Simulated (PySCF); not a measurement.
# Excited-state calculation of C3H5BO2

- system: C3H5BO2, SMILES C#CB(O)OC
- method: TDDFT PBE0/def2-SVPD, vertical, gas phase, core orbitals frozen in the response (PySCF 2.14.0)

The geometry comes from this level: GFN2-xTB.

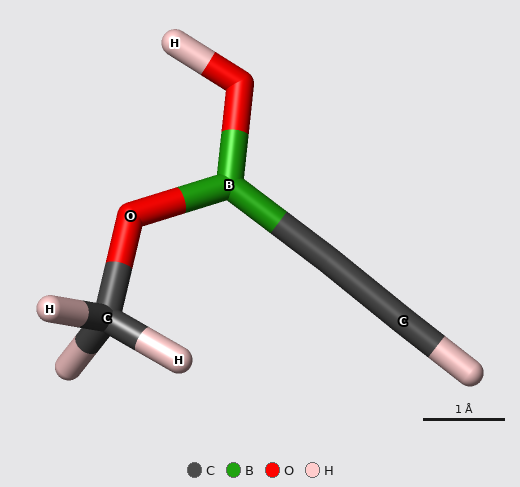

The input geometry (stick view, seen at a tilt). Bond lengths as drawn: B–C 1.54 Å, B–O 1.35 to 1.36 Å, C–C 1.20 Å, C–H 1.05 to 1.09 Å, C–O 1.40 Å and H–O 0.96 Å.

### Key numbers

```tsv
quantity	value
outcome	converged
total energy	−292.124221 hartree
HOMO	−8.35 eV
LUMO	−0.54 eV
dipole moment	1.74 D
mean polarisability	55.47 a.u.
lowest singlet excitation	5.78 eV
hardware	1 CPU thread, shared host
wall time	36 s
peak memory	0.71 GiB
```

### Input file
```
{"job": {"kind": "uv", "xc": "PBE0", "basis": "def2-SVPD", "nstates": 6, "ntriplets": 2}, "charge": 0, "multiplicity": 1}
C      2.264046    -0.917404     0.279632
C      1.411657    -0.086248     0.115672
B      0.286207     0.936410    -0.101639
O      0.595408     2.251199    -0.137198
O     -1.020017     0.588207    -0.256995
C     -1.495730    -0.732525    -0.255283
H      3.024468    -1.629766     0.423392
H     -0.163969     2.817779    -0.274833
H     -0.804108    -1.407914     0.254465
H     -2.462294    -0.742811     0.252254
H     -1.630243    -1.074257    -1.285510
```

The first line tells a small driver script what to run in PySCF; the rest is the geometry in Å.

Command:
```bash
OMP_NUM_THREADS=1 python <driver script> task.json out
```

### What the program printed
```
coarse grid: 9616 points
cycle   1  E = -291.9511539362  dE =  7.749e-01  |g| = 7.734e-01  |ddm| = 8.320e+00
cycle   2  E = -291.8289725652  dE =  1.222e-01  |g| = 1.113e+00  |ddm| = 2.029e+00
cycle   3  E = -292.0658800384  dE = -2.369e-01  |g| = 1.269e-01  |ddm| = 1.154e+00
cycle   4  E = -292.0687131219  dE = -2.833e-03  |g| = 7.409e-02  |ddm| = 2.541e-01
cycle   5  E = -292.0699963496  dE = -1.283e-03  |g| = 2.196e-02  |ddm| = 9.348e-02
cycle   6  E = -292.0701194642  dE = -1.231e-04  |g| = 2.655e-03  |ddm| = 3.598e-02
cycle   7  E = -292.0701209709  dE = -1.507e-06  |g| = 8.505e-04  |ddm| = 6.907e-03
final grid: 94112 points
cycle   8  E = -292.1242037012  dE = -2.782e-05  |g| = 9.262e-03  |ddm| = 1.033e-01
cycle   9  E = -292.1241871359  dE =  1.657e-05  |g| = 1.334e-02  |ddm| = 2.591e-02
cycle  10  E = -292.1242209006  dE = -3.376e-05  |g| = 1.121e-03  |ddm| = 1.338e-02
cycle  11  E = -292.1242211818  dE = -2.812e-07  |g| = 2.418e-04  |ddm| = 1.551e-03
cycle  12  E = -292.1242211910  dE = -9.235e-09  |g| = 1.212e-04  |ddm| = 3.988e-04
cycle  13  E = -292.1242211937  dE = -2.655e-09  |g| = 3.415e-05  |ddm| = 1.590e-04
cycle  14  E = -292.1242211939  dE = -2.307e-10  |g| = 1.800e-05  |ddm| = 5.476e-05
```

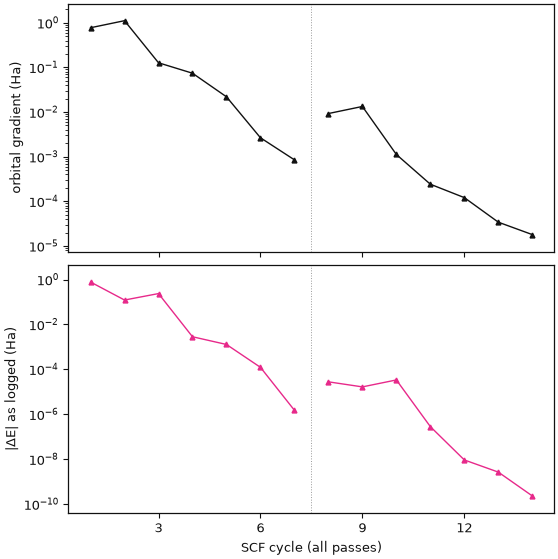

Convergence of the self-consistent field: orbital gradient and size of the energy change against the SCF cycle. The dotted line marks the change from a coarse to the final integration grid. The first 7 cycles use a coarse grid, the final grid takes over at cycle 8, and the field converges after 14 cycles in all.

```
converged SCF energy = -292.1242211939

Static polarisability (au): isotropic 55.469, principal 40.578 56.153 69.674

Singlet excitations
state   eV       nm        f      main configurations
  1   5.7769    214.6   0.00005   H->L 0.87, H-1->L 0.10
  2   6.4077    193.5   0.04125   H-1->L 0.61, H->L+2 0.23
  3   6.9505    178.4   0.00009   H-1->L+2 0.71, H->L+2 0.09
  4   7.1805    172.7   0.07570   H-2->L 0.91
  5   7.4624    166.1   0.00178   H-3->L 0.97
  6   7.7094    160.8   0.02420   H->L+1 0.62, H-2->L+1 0.16, H-1->L+1 0.13

Triplet excitations (Tamm-Dancoff, eV): 4.8431 5.2551
```

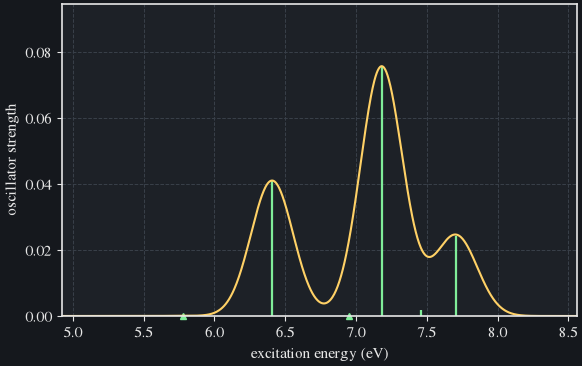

Computed excitations as sticks (degenerate states added up, dark ones marked on the axis), with a Gaussian envelope of 0.35 eV full width at half maximum, scaled to the tallest. Of the 6 states the lowest lies at 5.78 eV (f = 0.000); the strongest line is at 7.18 eV, or 173 nm (f = 0.076).

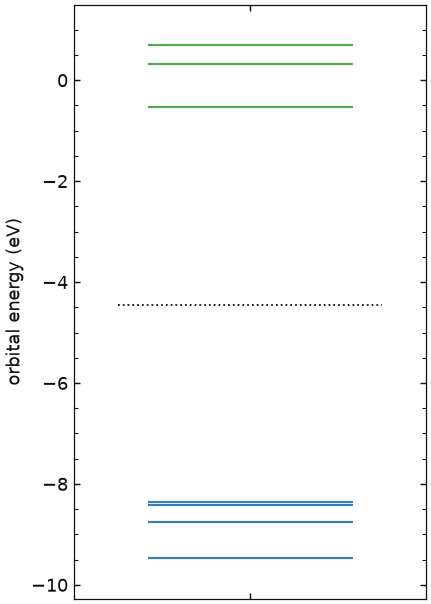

Orbital energies near the frontier; the dotted line parts filled from empty levels, and levels within 0.02 eV of each other stand side by side. Highest filled −8.35 eV, lowest empty −0.54 eV, 7.81 eV apart.
